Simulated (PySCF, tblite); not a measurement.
# C₄H₆BF₂Si radical: geometry, infrared bands and EPR parameters

Wanted: the infrared bands and EPR parameters of C₄H₆BF₂Si radical (`FB(F)C1=[C]CC[SiH2]1`), by calculation.

Computed with tblite 0.8.0 and PySCF 2.14.0, with density-fitted response routines of our own, on a single molecule in the gas phase. Atoms are numbered from 0 throughout.

### 1 The molecule as given

14 atoms, charge 0, multiplicity 2; geometry from: force field or distance geometry start.

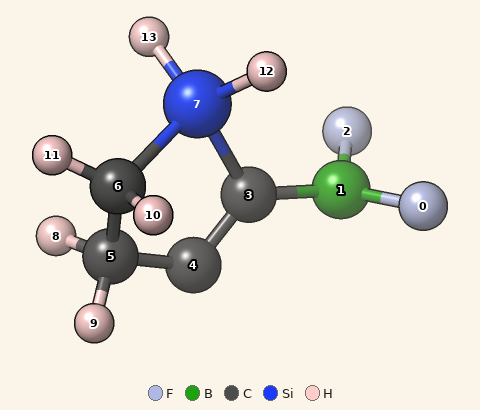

The starting geometry (fluorine light blue, boron green, carbon dark grey, silicon blue, hydrogen pink), atoms numbered.

### 2 Geometry optimisation with GFN2-xTB

Job settings and geometry (Å):

```
{"job": {"kind": "relax", "xc": "GFN2-xTB", "basis": "xTB"}, "charge": 0, "multiplicity": 2}
F      2.935800    -0.611500     1.664600
B      2.384500    -0.944500     0.355400
F      3.294400    -1.016000    -0.774900
C      0.893500    -0.547200     0.094600
C     -0.162800    -1.335400     0.208500
C     -1.467000    -0.781700    -0.086900
C     -1.523200     0.717000     0.117300
Si     0.257900     1.134200    -0.395300
H     -1.696000    -1.015100    -1.145600
H     -2.234700    -1.238100     0.605100
H     -1.642500     0.948700     1.181700
H     -2.270000     1.205800    -0.527000
H      0.847800     2.099400     0.499800
H      0.381600     1.383800    -1.819400
```

Launch:

```
> OMP_NUM_THREADS=1 python probes_run.py task.json out
```

This one command runs all jobs of the session in turn.

**Question.** This job is followed by: GFN2-xTB harmonic vibrations, gas phase; UKS B3LYP, pcH-1 on B C F H Si, non-relativistic, mean-field spin-orbit, GIAO. What will the session give for the following? strongest single infrared mode (GFN2-xTB); zero-point energy (GFN2-xTB); g(iso) (B3LYP); ⟨S²⟩; largest a(iso) (averaged by class); potential on the surface of density 0.002 e/bohr³, 1st and 99th percentile.

The runs gave:

```
                                                                  quantity                  value
                                 strongest single infrared mode (GFN2-xTB)  1297 cm⁻¹, 534 km/mol
                                              zero-point energy (GFN2-xTB)          56.1 kcal/mol
                                                            g(iso) (B3LYP)                2.00181
                                                                      ⟨S²⟩     0.758 (exact 0.75)
                                        largest a(iso) (averaged by class)   13C on C4, 324.5 MHz
potential on the surface of density 0.002 e/bohr³, 1st and 99th percentile     -0.99 V and 1.41 V
```

**Reading.** Over 116 steps the energy fell by 1.178 eV; of the close pairs, F0–B1 changed most, 1.459 to 1.323 Å. All 36 modes are real, so the xTB geometry is a minimum. The strongest single mode, at 1297 cm⁻¹, moves mainly B1. GFN2-xTB is a fitted tight-binding method: band positions and strengths are rough. Its intensities can rank the bands wrongly. C4 carries the largest spin population, 0.90 e. The isotropic g lies 0.5 ppt below the free-electron value. The conformer search found further structures of the same energy, which may be mirror or relabelled copies of this one.
